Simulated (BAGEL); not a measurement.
**A workflow on CH7BGe (SMILES C[BH][GeH3])**

Wanted: the energy (HF/cc-pVDZ), then a single-point energy (NEVPT2(2,2)/cc-pVDZ), then the energy (CASPT2(2,2)/cc-pVDZ) of CH7BGe. 

Program for the calculation: BAGEL 1.2.2.

### Step 1. The molecule

CH7BGe: 10 atoms, total charge 0, spin state singlet. As SMILES, `C[BH][GeH3]`. The C1–H6 distance was set to 2.510 Å, away from the relaxed value. At this shape a bond of the SMILES string is far longer than usual.

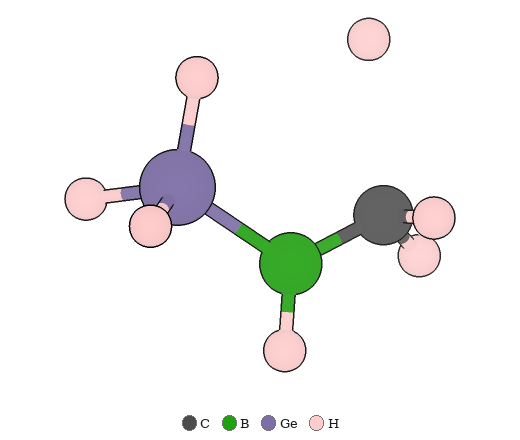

The structure, seen from a chosen angle (carbon dark grey, boron green, germanium purple, hydrogen pink).

### Step 2. A single-point energy at HF/cc-pVDZ (density fitting with svp-jkfit) (run 1)

File input.json:

```json
{ "bagel": [

{
  "title": "molecule",
  "basis": "cc-pvdz.json",
  "df_basis": "svp-jkfit",
  "geometry": [
    { "atom": "C", "xyz": [    -1.14471672,     1.47793590,    -3.51650631 ] },
    { "atom": "B", "xyz": [     1.11804134,    -0.35698816,    -3.78106797 ] },
    { "atom": "Ge", "xyz": [     3.24436118,    -1.60723097,    -0.75504952 ] },
    { "atom": "H", "xyz": [    -2.58336522,     1.28990816,    -4.98539042 ] },
    { "atom": "H", "xyz": [    -0.26788380,     3.34744196,    -3.83757078 ] },
    { "atom": "H", "xyz": [    -3.16925968,     1.69829687,     0.76685086 ] },
    { "atom": "H", "xyz": [     1.76035925,    -1.03483292,    -5.84710554 ] },
    { "atom": "H", "xyz": [     2.87983301,    -4.48490591,    -0.44003218 ] },
    { "atom": "H", "xyz": [     2.52229683,    -0.36813755,     1.78171883 ] },
    { "atom": "H", "xyz": [     6.09633585,    -1.17958594,    -1.16984441 ] }
  ]
},

{ "title": "hf" },

{ "title": "print", "file": "orbitals.molden", "orbitals": true }

]}
```

The basis set cc-pVDZ is read from a file made from the Basis Set Exchange's data (not shown).

The run is started by

```console
BAGEL_NUM_THREADS=1 BAGEL input.json > input.out
```

The program printed:

```text
* using 1 threads per process

  ===============================================================
  ===============================================================

  *** Geometry ***

  { "atom" : "C", "xyz" : [     -1.144717,      1.477936,     -3.516506 ] },
  { "atom" : "B", "xyz" : [      1.118041,     -0.356988,     -3.781068 ] },
  { "atom" : "Ge", "xyz" : [      3.244361,     -1.607231,     -0.755050 ] },
  { "atom" : "H", "xyz" : [     -2.583365,      1.289908,     -4.985390 ] },
  { "atom" : "H", "xyz" : [     -0.267884,      3.347442,     -3.837571 ] },
  { "atom" : "H", "xyz" : [     -3.169260,      1.698297,      0.766851 ] },
  { "atom" : "H", "xyz" : [      1.760359,     -1.034833,     -5.847106 ] },
  { "atom" : "H", "xyz" : [      2.879833,     -4.484906,     -0.440032 ] },
  { "atom" : "H", "xyz" : [      2.522297,     -0.368138,      1.781719 ] },
  { "atom" : "H", "xyz" : [      6.096336,     -1.179586,     -1.169844 ] },

  Number of auxiliary basis functions:      542

  Since a DF basis is specified, we compute 2- and 3-index integrals:
    o Being stored without compression. Storage requirement is 0.035 GB

  Number of basis functions:       90
  Number of electrons      :       50

    * METHOD: MOLECULE                             0.34

  *** RHF ***

  === Nuclear Repulsion ===
   157.3028772603

      * DIIS with orbital gradients will be used.

  === RHF iteration (cc-pvdz.json) ===
      0      -2141.51043262          0.01509990           0.09
      1      -2141.61828620          0.01261316           0.08
      2      -2141.71658697          0.00182674           0.09
      3      -2141.72134784          0.00039218           0.09
      4      -2141.72157471          0.00012778           0.09
      5      -2141.72160975          0.00005583           0.08
      6      -2141.72161265          0.00000781           0.08
      7      -2141.72161274          0.00000271           0.09
      8      -2141.72161275          0.00000075           0.09
      9      -2141.72161275          0.00000033           0.09
     10      -2141.72161275          0.00000013           0.09
     11      -2141.72161275          0.00000006           0.09
     12      -2141.72161275          0.00000003           0.09
     13      -2141.72161275          0.00000001           0.09
    * SCF iteration converged.

    * Permanent dipole moment:
           (   -0.241102,    -0.148312,     1.095925) a.u.

    * METHOD: HF                                   1.55

    * METHOD: PRINT                                0.01

  ===============================================================
```

Run time: 2.2 s. Hardware: 1 thread of Intel Xeon Platinum 8488C (Sapphire Rapids), shared host; peak memory 0.15 GiB.

### Step 3. A single-point energy at NEVPT2(2,2)/cc-pVDZ (density fitting with svp-jkfit) (run 2)

File job.json:

```json
{ "bagel" : [

{
  "title" : "molecule",
  "basis" : "cc-pvdz.json",
  "df_basis" : "svp-jkfit",
  "geometry" : [
    { "atom" : "C", "xyz" : [ -1.14471672,  1.47793590, -3.51650631 ] },
    { "atom" : "B", "xyz" : [  1.11804134, -0.35698816, -3.78106797 ] },
    { "atom" : "Ge", "xyz" : [  3.24436118, -1.60723097, -0.75504952 ] },
    { "atom" : "H", "xyz" : [ -2.58336522,  1.28990816, -4.98539042 ] },
    { "atom" : "H", "xyz" : [ -0.26788380,  3.34744196, -3.83757078 ] },
    { "atom" : "H", "xyz" : [ -3.16925968,  1.69829687,  0.76685086 ] },
    { "atom" : "H", "xyz" : [  1.76035925, -1.03483292, -5.84710554 ] },
    { "atom" : "H", "xyz" : [  2.87983301, -4.48490591, -0.44003218 ] },
    { "atom" : "H", "xyz" : [  2.52229683, -0.36813755,  1.78171883 ] },
    { "atom" : "H", "xyz" : [  6.09633585, -1.17958594, -1.16984441 ] }
  ]
},
{
  "title" : "hf"
},
{
  "title" : "casscf",
  "nstate" : 1,
  "nact" : 2,
  "nclosed" : 24,
  "active" : [25, 26],
  "maxiter" : 200,
  "natocc" : "true"
},
{
  "title" : "nevpt2",
  "nstate" : 1,
  "nact" : 2,
  "nclosed" : 24,
  "active" : [25, 26],
  "maxiter" : 200,
  "natocc" : "true",
  "ncore" : 11
},
{
  "title" : "print",
  "file" : "orbitals.molden",
  "orbitals" : "true"
}

]}
```

The basis set cc-pVDZ is read from a file made from the Basis Set Exchange's data (not shown).

The run is started by

```console
BAGEL_NUM_THREADS=1 BAGEL job.json > job.out
```

The program printed:

```text
* using 1 threads per process

  ===============================================================
  ===============================================================

  *** Geometry ***

  { "atom" : "C", "xyz" : [     -1.144717,      1.477936,     -3.516506 ] },
  { "atom" : "B", "xyz" : [      1.118041,     -0.356988,     -3.781068 ] },
  { "atom" : "Ge", "xyz" : [      3.244361,     -1.607231,     -0.755050 ] },
  { "atom" : "H", "xyz" : [     -2.583365,      1.289908,     -4.985390 ] },
  { "atom" : "H", "xyz" : [     -0.267884,      3.347442,     -3.837571 ] },
  { "atom" : "H", "xyz" : [     -3.169260,      1.698297,      0.766851 ] },
  { "atom" : "H", "xyz" : [      1.760359,     -1.034833,     -5.847106 ] },
  { "atom" : "H", "xyz" : [      2.879833,     -4.484906,     -0.440032 ] },
  { "atom" : "H", "xyz" : [      2.522297,     -0.368138,      1.781719 ] },
  { "atom" : "H", "xyz" : [      6.096336,     -1.179586,     -1.169844 ] },

  Number of auxiliary basis functions:      542

  Since a DF basis is specified, we compute 2- and 3-index integrals:
    o Being stored without compression. Storage requirement is 0.035 GB

  Number of basis functions:       90
  Number of electrons      :       50

    * METHOD: MOLECULE                             0.33

  *** RHF ***

  === Nuclear Repulsion ===
   157.3028772603

      * DIIS with orbital gradients will be used.

  === RHF iteration (cc-pvdz.json) ===
      0      -2141.51043262          0.01509990           0.09
      1      -2141.61828620          0.01261316           0.09
      2      -2141.71658697          0.00182674           0.09
      3      -2141.72134784          0.00039218           0.09
      4      -2141.72157471          0.00012778           0.09
      5      -2141.72160975          0.00005583           0.09
      6      -2141.72161265          0.00000781           0.09
      7      -2141.72161274          0.00000271           0.08
      8      -2141.72161275          0.00000075           0.09
      9      -2141.72161275          0.00000033           0.09
     10      -2141.72161275          0.00000013           0.09
     11      -2141.72161275          0.00000006           0.08
     12      -2141.72161275          0.00000003           0.09
     13      -2141.72161275          0.00000001           0.09
    * SCF iteration converged.

    * Permanent dipole moment:
           (   -0.241102,    -0.148312,     1.095925) a.u.

    * METHOD: HF                                   1.46

  ---------------------------
      CASSCF calculation
  ---------------------------

    ==== Active orbitals : =====
         Orbital 25
         Orbital 26
    ============================

    * nstate   :      1
    * nclosed  :     24
    * nact     :      2
    * nvirt    :     64
  === CASSCF iteration (cc-pvdz.json) ===

    * Using the second-order algorithm

      0  0     -2141.76988360     4.73e-03      0.03

      1  0     -2141.80529787     1.51e-03      0.52

      2  0     -2141.80818028     4.12e-04      0.51

      3  0     -2141.80827245     1.05e-04      0.61

      4  0     -2141.80827760     2.64e-05      0.49

      5  0     -2141.80827792     6.63e-06      0.49

      6  0     -2141.80827794     1.66e-06      0.49

      7  0     -2141.80827794     4.18e-07      0.51

      8  0     -2141.80827794     1.05e-07      0.49

      9  0     -2141.80827794     2.63e-08      0.48

     10  0     -2141.80827794     6.58e-09      0.45

    * Second-order optimization converged. *

     guess   0:   closed 1.                   open ..

  === FCI iteration ===

      0  0     -2141.70852871     9.12e-02      0.00
      1  0     -2141.80558106     1.60e-02      0.00
      2  0 *   -2141.80827794     1.00e-15      0.00

     * ci vector, state   0, <S^2> = 0.0000
       2.     0.8766617269
       .2    -0.4811072818

    * METHOD: CASSCF                               5.28

    * freezing 11 orbitals

  === DF-NEVPT2 calculation ===

    * 3-index integral transformation done
    * assembly done

      NEVPT2 correlation energy:   -0.3228362333      0.21

          (+0)     -0.2766916255
          (+0)'    -0.0087919479
          (+1)     -0.0080010357
          (+1)'    -0.0000000000
          (+2)     -0.0001837906
          (-1)     -0.0281876424
          (-1)'     0.0000000000
          (-2)     -0.0009801911

      NEVPT2 total energy:       -2142.1311141751

    * METHOD: NEVPT2                               0.40

    * METHOD: PRINT                                0.01

  ===============================================================
```

Wall time 7.8 s (1 thread of Intel Xeon Platinum 8488C (Sapphire Rapids), shared host); peak memory 0.15 GiB.

### Step 4. A single-point energy at CASPT2(2,2)/cc-pVDZ (density fitting with svp-jkfit) (run 3)

input.json: that of step 2 with these lines changed.

```diff
@@ -20,5 +20,34 @@
 
-{ "title": "hf" },
+{
+  "title": "hf",
+  "charge": 0
+},
 
-{ "title": "print", "file": "orbitals.molden", "orbitals": true }
+{
+  "title": "casscf",
+  "nstate": 1,
+  "nact": 2,
+  "nclosed": 24,
+  "charge": 0,
+  "active": [25, 26],
+  "maxiter": 200,
+  "natocc": "true"
+},
+
+{
+  "title": "print",
+  "file": "orbitals.molden",
+  "orbitals": "true"
+},
+
+{
+  "title": "smith",
+  "method": "caspt2",
+  "ms": "true",
+  "xms": "true",
+  "sssr": "true",
+  "shift": 0.2,
+  "shift_imag": "true",
+  "ncore": 11
+}
```

The basis set cc-pVDZ is read from a file made from the Basis Set Exchange's data (not shown).

The run is started by

```console
BAGEL_NUM_THREADS=1 BAGEL input.json > input.out
```

The program printed:

```text
* using 1 threads per process

  ===============================================================
  ===============================================================

  *** Geometry ***

  { "atom" : "C", "xyz" : [     -1.144717,      1.477936,     -3.516506 ] },
  { "atom" : "B", "xyz" : [      1.118041,     -0.356988,     -3.781068 ] },
  { "atom" : "Ge", "xyz" : [      3.244361,     -1.607231,     -0.755050 ] },
  { "atom" : "H", "xyz" : [     -2.583365,      1.289908,     -4.985390 ] },
  { "atom" : "H", "xyz" : [     -0.267884,      3.347442,     -3.837571 ] },
  { "atom" : "H", "xyz" : [     -3.169260,      1.698297,      0.766851 ] },
  { "atom" : "H", "xyz" : [      1.760359,     -1.034833,     -5.847106 ] },
  { "atom" : "H", "xyz" : [      2.879833,     -4.484906,     -0.440032 ] },
  { "atom" : "H", "xyz" : [      2.522297,     -0.368138,      1.781719 ] },
  { "atom" : "H", "xyz" : [      6.096336,     -1.179586,     -1.169844 ] },

  Number of auxiliary basis functions:      542

  Since a DF basis is specified, we compute 2- and 3-index integrals:
    o Being stored without compression. Storage requirement is 0.035 GB

  Number of basis functions:       90
  Number of electrons      :       50

    * METHOD: MOLECULE                             0.38

  *** RHF ***

  === Nuclear Repulsion ===
   157.3028772603

      * DIIS with orbital gradients will be used.

  === RHF iteration (cc-pvdz.json) ===
      0      -2141.51043262          0.01509990           0.10
      1      -2141.61828620          0.01261316           0.10
      2      -2141.71658697          0.00182674           0.08
      3      -2141.72134784          0.00039218           0.08
      4      -2141.72157471          0.00012778           0.09
      5      -2141.72160975          0.00005583           0.09
      6      -2141.72161265          0.00000781           0.09
      7      -2141.72161274          0.00000271           0.09
      8      -2141.72161275          0.00000075           0.09
      9      -2141.72161275          0.00000033           0.09
     10      -2141.72161275          0.00000013           0.08
     11      -2141.72161275          0.00000006           0.08
     12      -2141.72161275          0.00000003           0.08
     13      -2141.72161275          0.00000001           0.09
    * SCF iteration converged.

    * Permanent dipole moment:
           (   -0.241102,    -0.148312,     1.095925) a.u.

    * METHOD: HF                                   1.48

  ---------------------------
      CASSCF calculation
  ---------------------------

    ==== Active orbitals : =====
         Orbital 25
         Orbital 26
    ============================

    * nstate   :      1
    * nclosed  :     24
    * nact     :      2
    * nvirt    :     64
  === CASSCF iteration (cc-pvdz.json) ===

    * Using the second-order algorithm

      0  0     -2141.76988360     4.73e-03      0.03

      1  0     -2141.80529787     1.51e-03      0.49

      2  0     -2141.80818028     4.12e-04      0.48

      3  0     -2141.80827245     1.05e-04      0.53

      4  0     -2141.80827760     2.64e-05      0.48

      5  0     -2141.80827792     6.63e-06      0.49

      6  0     -2141.80827794     1.66e-06      0.50

      7  0     -2141.80827794     4.18e-07      0.54

      8  0     -2141.80827794     1.05e-07      0.48

      9  0     -2141.80827794     2.63e-08      0.46

     10  0     -2141.80827794     6.58e-09      0.42

    * Second-order optimization converged. *

     guess   0:   closed 1.                   open ..

  === FCI iteration ===

      0  0     -2141.70852871     9.12e-02      0.00
      1  0     -2141.80558106     1.60e-02      0.00
      2  0 *   -2141.80827794     1.00e-15      0.00

     * ci vector, state   0, <S^2> = 0.0000
       2.     0.8766617269
       .2    -0.4811072818

    * METHOD: CASSCF                               5.12

    * METHOD: PRINT                                0.01

  === SMITH program ===

    * freezing 11 orbitals

    * Approximate memory requirement for SMITH calulation per MPI process:
      o Storage requirement for T-amplitude, lambda, and residual is 0.03 GB
      o Storage requirement for MO integrals is 0.01 GB
    * Calculating and saving rdm4f

    * Zeroth order energy : state  0       -0.4365931431

    * CASPT2 iteration is performed using orthogonal basis

      -------------------------------------------  CASPT2 iteration  ---------------------------------------------------
       #      aibj      arbs      arbi      airj      risj      airs      arst      rist         Etot      error   time
      ------------------------------------------------------------------------------------------------------------------

       0  -0.27492  -0.00127  -0.03052  -0.00892  -0.00029  -0.00903  -0.00000  -0.00000   -0.3249582  0.0004937   0.13
       1  -0.27495  -0.00127  -0.03055  -0.00894  -0.00030  -0.00912  -0.00000  -0.00000   -0.3251340  0.0000577   0.11
       2  -0.27495  -0.00127  -0.03055  -0.00894  -0.00030  -0.00912  -0.00000  -0.00000   -0.3251367  0.0000075   0.13
       3  -0.27495  -0.00127  -0.03055  -0.00894  -0.00030  -0.00912  -0.00000  -0.00000   -0.3251367  0.0000012   0.13
       4  -0.27495  -0.00127  -0.03055  -0.00894  -0.00030  -0.00912  -0.00000  -0.00000   -0.3251367  0.0000001   0.13

      ------------------------------------------------------------------------------------------------------------------

    * CASPT2 energy : state  0    -2142.1359722331
        w/o shift correction      -2142.1334146743
        reference weight              0.8827134823

    * METHOD: SMITH                                0.97

  ===============================================================
```

Run time: 8.4 s. Hardware: 1 thread of Intel Xeon Platinum 8488C (Sapphire Rapids), shared host; peak memory 0.23 GiB.

### Step 5. Results

| quantity | value |
| --- | --- |
| run 1, HF/cc-pVDZ: total energy | -2141.72161 Eh |
| run 1, HF/cc-pVDZ: dipole moment | 2.88 D |
| run 1, HF/cc-pVDZ: HOMO energy | -8.68 eV |
| run 1, HF/cc-pVDZ: LUMO energy | -0.19 eV |
| run 1, HF/cc-pVDZ: HOMO–LUMO gap | 8.48 eV |
| run 2, NEVPT2(2,2)/cc-pVDZ: total energy | -2142.13111 Eh |
| run 3, CASPT2(2,2)/cc-pVDZ: total energy | -2142.13597 Eh |

In words: One bond (run 1, HF/cc-pVDZ) is far stretched, which a spin-restricted single reference describes badly; a broken-symmetry solution may lie lower.
